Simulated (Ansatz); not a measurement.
# Calculations on BNH6O

**1. Relaxation**

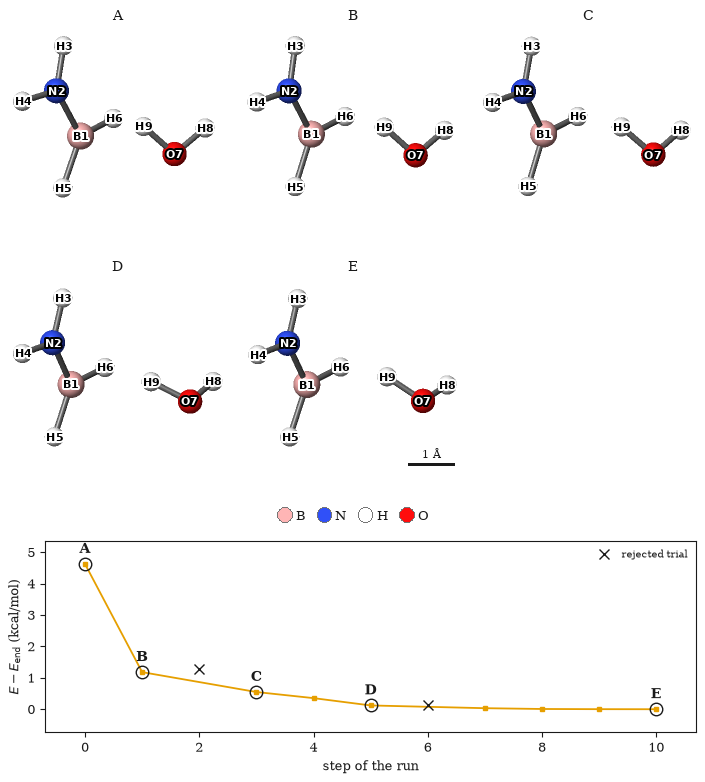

Frames of a relaxation of BNH6O, marked on the history of the run. The picture is a ball-and-stick view, seen from a free direction.

The run prepares an end point of a later path (reaction) calculation, from a guessed geometry.

All numbers below come from RHF/def2-SVP in Ansatz 0.2.0. (no spin polarisation; force threshold 0.03 eV/Å; at most 50 steps)

### What happens along the run?

Over 8 accepted moves (10 points after the start) the energy falls by 4.63 kcal/mol. Largest force component: 2.3 eV/Å at the start, 0.0097 eV/Å at the end. The line search rejected the trial steps at points 2, 6 of the run. The largest move after the best rigid fit is that of O7, 0.50 Å. Largest moves by element: O 0.50 Å, B 0.23 Å, H 0.23 Å, N 0.14 Å. Near-neighbour distances that change, for instance: B1–N2 1.475 → 1.394 Å, O7–H9 0.969 → 0.946 Å. From step 0 to 1: O7 moves most (0.19 Å), energy −3.44 kcal/mol. From step 1 to 3: O7 moves most (0.10 Å), energy −0.63 kcal/mol. From step 3 to 5: O7 moves most (0.25 Å), energy −0.43 kcal/mol. From step 5 to 10: H9 moves most (0.11 Å), energy −0.12 kcal/mol.

```csv
step,"E − E(0), kcal/mol","largest force component, eV/Å",note
0,0.00,2.3407,
1,-3.44,1.2269,
2,-3.36,1.5327,rejected
3,-4.08,0.7290,
4,-4.27,0.7469,
5,-4.51,0.3314,
6,-4.49,0.3669,rejected
7,-4.59,0.0661,
8,-4.62,0.0781,
9,-4.62,0.0505,
10,-4.63,0.0097,
```

Limits of the set-up: the start holds two separate molecules, 2.3 Å apart at their closest, whose relative position is a soft coordinate and is computed without a dispersion correction; Hartree-Fock leaves out electron correlation.

**2. Relaxation**

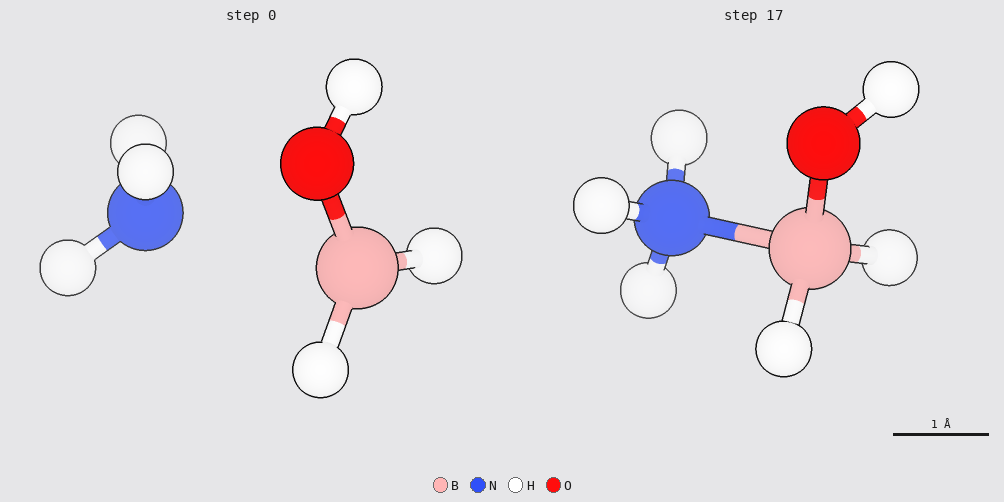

The structure of BNH$_{6}$O before (left) and after (right) a relaxation, at one scale.

Style: ball-and-stick. Shown at a tilt.

The run prepares an end point of a later path (reaction) calculation, from a guessed geometry.

Method: Ansatz 0.2.0, RHF/def2-SVP.

The input:
```yaml
crystal:
  periodic: [false, false, false]
  atoms:
    - { symbol: B, position_ang: [-0.07972, 0.468543, -0.460427] }
    - { symbol: "N", position_ang: [-0.007641, -0.022889, 2.242986] }
    - { symbol: H, position_ang: [-0.808501, -0.111351, 2.844003] }
    - { symbol: H, position_ang: [0.80166, -0.307604, 2.764027] }
    - { symbol: H, position_ang: [1.061225, 0.169683, -0.654786] }
    - { symbol: H, position_ang: [-0.98862, -0.272902, -0.724179] }
    - { symbol: O, position_ang: [-0.332245, 1.755537, -0.034959] }
    - { symbol: H, position_ang: [-1.252306, 1.952011, 0.036113] }
    - { symbol: H, position_ang: [0.096547, 0.968673, 1.995021] }
basis:
  gaussian: { orbitals: def2-SVP }
hamiltonian:
  xc: hf
relax:
  f_tol: 0.03
  max_steps: 50
output:
  orbitals: {}
```

Command:
```bash
ansatz run input.yaml --threads 1 --pin off --max-ram 2048MiB --backend cpu --events-out ev --progress --plain --runs-dir out
```

What changed between the two?

Answer. After 16 accepted moves (17 points after the start) the energy has fallen by 0.285 eV. The largest force component goes from 1 to 0.012 eV/Å. The line search rejected the trial step at point 10 of the run. The atom that moves furthest after the best rigid fit is H4 (0.88 Å). Largest moves by element: H 0.88 Å, B 0.62 Å, N 0.45 Å, O 0.24 Å. Among the contacts that change: B1–N2 2.749 → 1.724 Å, B1–O7 1.379 → 1.420 Å, B1–H5 1.195 → 1.222 Å, B1–H6 1.202 → 1.226 Å. New bonds form, among them: B1–N2 (2.75 → 1.72 Å). Bond angles that change, for instance: H5–B1–H6 122.1° → 114.3°, H6–B1–O7 120.3° → 116.4°, H5–B1–O7 117.3° → 114.9°.

Limits of the set-up: the start holds two separate molecules, 2.2 Å apart at their closest, whose relative position is a soft coordinate and is computed without a dispersion correction; Hartree-Fock leaves out electron correlation.

**3. Path**

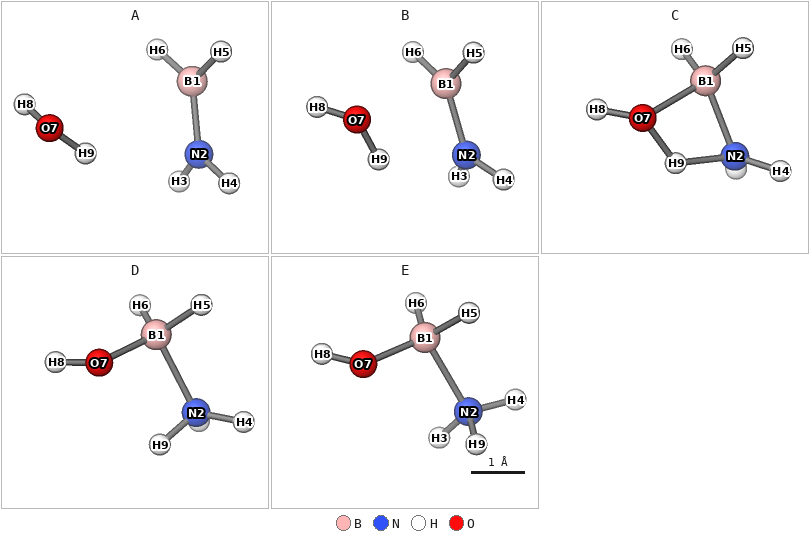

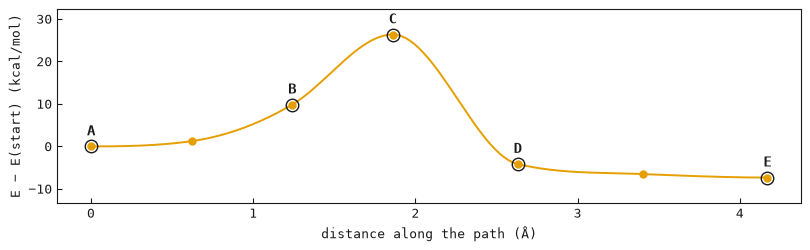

A nudged-elastic-band calculation for BNH$_{6}$O, made up at the start of BNH$_{4}$ and H$_{2}$O. Images are numbered from 0 (start) to 6 (end). Frames A to E are images 0, 2, 3, 4, 6. Style: ball-and-stick. Shown at a tilt.

Level of theory: Ansatz, RHF/def2-SVP. Set-up: 5 movable images; climbing image; force threshold 0.05 eV/Å; iteration limit 60; starting path through a guess of the saddle point.

> Read off the barrier and say what moves.

The energy climbs by 26.3 kcal/mol to image 3 and then falls by 33.7 kcal/mol, so the end point sits at −7.3 kcal/mol. Breaking: O7–H9 (0.95 → 1.17 at the top → 2.66 Å). Forming: B1–O7 (3.30 → 1.60 at the top → 1.42 Å), N2–H9 (2.54 → 1.32 at the top → 1.01 Å). The band converged in 14 iterations, with a climbing image at the top. At the top, the vibrational analysis gives one imaginary mode (1772i cm⁻¹), as a transition state must have.

Limits of the set-up: the start holds two separate molecules, 2.5 Å apart at their closest, whose relative position is a soft coordinate and is computed without a dispersion correction; Hartree-Fock leaves out electron correlation.

The run took 35 s on 1 thread of Intel(R) Xeon(R) 6975P-C (Granite Rapids) (shared host), peak memory 0.15 GiB.
